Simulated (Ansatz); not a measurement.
**HNO2 (nitrous acid): RPA@PBE0/def2-TZVP**

Aim: the vertical ionisation energy of HNO2 (nitrous acid) at RPA@PBE0/def2-TZVP, from 2 runs. 

Program for the calculation: Ansatz 0.2.0.

55 further runs of the same task are left out: 55 set aside as unsound or not needed.

## 1. The structure to begin with

The species is HNO2 (4 atoms), meant as a singlet with charge 0. SMILES: `O=NO`. Geometry: relaxed at PBE0-D4/def2-TZVP.

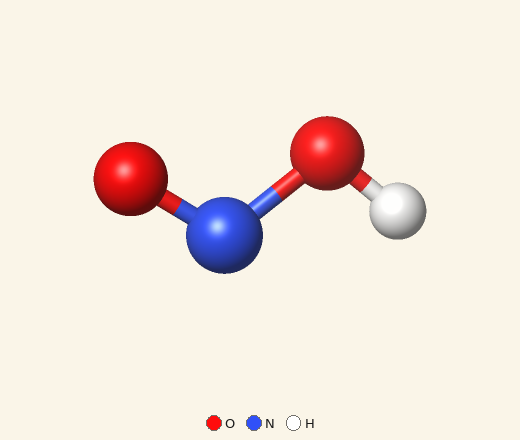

The structure, seen from a chosen angle (oxygen red, nitrogen blue, hydrogen white).

## 2. A single-point energy at RPA@PBE0/def2-TZVP

The input, job.yaml:

```yaml
crystal:
  periodic: [false, false, false]
  atoms:
    - {symbol: O, position_ang: [0.413650, 0.047230, 1.437260]}
    - {symbol: N, position_ang: [0.320150, -0.419400, 0.377370]}
    - {symbol: O, position_ang: [-0.362650, 0.434660, -0.492650]}
    - {symbol: H, position_ang: [-0.371140, -0.062490, -1.321980]}
basis:
  gaussian: {orbitals: def2-TZVP}
hamiltonian: {xc: {name: PBE0}}
correlation: {method: rpa, frozen_orbitals: {H: 0, "N": 1, O: 1}}
accuracy: high
```

Started as:

```sh
$ ansatz run job.yaml --threads 1 --pin off --max-ram 3480MiB --events-out events.jsonl --progress --plain --runs-dir runs
```

Standard output:

```text
Warning: RAYON_NUM_THREADS=1 ignored (pool sized by the plan → 1); use --threads N
Functional definition: PBE0
  name "PBE0"
  parameter a = 0.25
  parameter kappa = 0.804
  parameter beta = 0.06672455060314922
  exchange = (1 - a)*pbe_x(kappa = kappa, mu = beta*pi^2/3) + a*exact_x
  correlation = pbe_c(beta = beta)
1704 factors; integrals over basis functions are off by at most 3.2e-9 eV
mean field evaluation 1: about -5591.0931 eV, gradient 4.5e1 eV
mean field evaluation 2: about -5591.0937 eV, gradient 4.5e1 eV
mean field evaluation 4: about -5593.8796 eV, gradient 9.4e0 eV
mean field evaluation 8: about -5594.0414 eV, gradient 2.4e-2 eV
mean field evaluation 16: about -5594.0411 eV, gradient 5.4e-6 eV
mean field -5594.04106867 eV, -205.5772174962 hartree, gradient 5.1e-8 eV, S^2 0.000000; 0 other end points of the search recorded, 0 dependent functions left out
3 core orbitals not correlated: weight in the atoms' cores, before any rotation towards them, 1.000 or more for the frozen orbitals, at most 0.000 for the correlated occupied ones
reference -5570.42844902 eV, -204.7094697294 hartree; 9, 9 occupied and 87, 87 virtual orbitals, 1704 factors
Total energy: -5595.67083416 eV, -205.6371102734 hartree
```

It took 7.5 s on 1 thread of Arm Neoverse V1, shared host; peak memory 0.33 GiB.

## 3. The doublet cation at the same level

The input, molecule.yaml:

```yaml
crystal:
  periodic: [false, false, false]
  atoms:
    - {symbol: O, position_ang: [0.413650, 0.047230, 1.437260]}
    - {symbol: "N", position_ang: [0.320150, -0.419400, 0.377370]}
    - {symbol: O, position_ang: [-0.362650, 0.434660, -0.492650]}
    - {symbol: H, position_ang: [-0.371140, -0.062490, -1.321980]}
basis:
  gaussian:
    orbitals: def2-TZVP
total_charge: 1
magnetization:
  spin_polarized: true
  initial_magnetization: 1
hamiltonian:
  xc: {name: PBE0}
correlation:
  method: rpa
  frozen_orbitals: {H: 0, "N": 1, O: 1}
accuracy: high
```

Started as:

```sh
$ ansatz run molecule.yaml --threads 1 --pin off --max-ram 3480MiB --events-out events.jsonl --progress --plain --runs-dir runs
```

Standard output (excerpt; [...] marks lines left out):

```text
Warning: RAYON_NUM_THREADS=1 ignored (pool sized by the plan → 1); use --threads N
[... 2 set-up lines as earlier in the session ...]
[...]
1704 factors; integrals over basis functions are off by at most 3.2e-9 eV
[...]
mean field -5582.93230127 eV, -205.1689778241 hartree, gradient 9.0e-8 eV, S^2 0.759301; 1 other end points of the search recorded, 0 dependent functions left out
3 core orbitals not correlated: weight in the atoms' cores, before any rotation towards them, 1.000 or more for the frozen orbitals, at most 0.000 for the correlated occupied ones
reference -5559.77820544 eV, -204.3180804968 hartree; 9, 8 occupied and 87, 88 virtual orbitals, 1704 factors
Total energy: -5584.49086231 eV, -205.2262538859 hartree
```

Wall time 12 s (1 thread of Arm Neoverse V1, shared host); peak memory 0.34 GiB.

## 4. Results

Level: RPA@PBE0/def2-TZVP, 3 core orbitals frozen.

| quantity | value |
| --- | --- |
| singlet HNO2: total energy | -205.63711 Eh |
| singlet HNO2: RPA correlation energy (valence) | -927.6 mEh |
| doublet cation: total energy | -205.22625 Eh |
| doublet cation: RPA correlation energy (valence) | -908.2 mEh |
| doublet cation: ⟨S²⟩ of the reference determinant | 0.759 |
| vertical ionisation energy (to the doublet cation) | 11.180 eV |

What this shows: The vertical ionisation energy comes to 11.18 eV (258 kcal/mol).
